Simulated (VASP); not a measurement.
Given:

```xyz
2
Lattice="0.0000 3.0557 3.0557 3.0557 0.0000 3.0557 3.0557 3.0557 0.0000" Properties=species:S:1:pos:R:3 pbc="T T T"
In     0.0000     0.0000     0.0000
As     1.5278     1.5278     1.5278
```

All values below come from PBE GGA with D4 dispersion, VASP's PBE PAW potentials (set 64) (plane waves; VASP). Numerical set-up: 520 eV cut-off, 12×12×12 Γ-centred mesh, tetrahedra with Blöchl corrections, potentials In_d As.

Unless said otherwise, spin-orbit coupling is left out, though it shifts the bands of the heavy elements here.

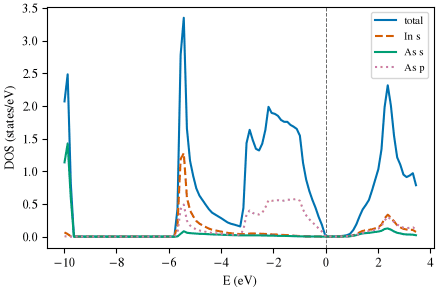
*Total and projected density of states, zero at the Fermi level*

Within 2 eV below the Fermi level the largest weight inside VASP's projection spheres is As p, then In p.

It has no gap at this level: it comes out as a metal or semimetal.

The compound is InAs in the zinc blende structure. It was relaxed first.
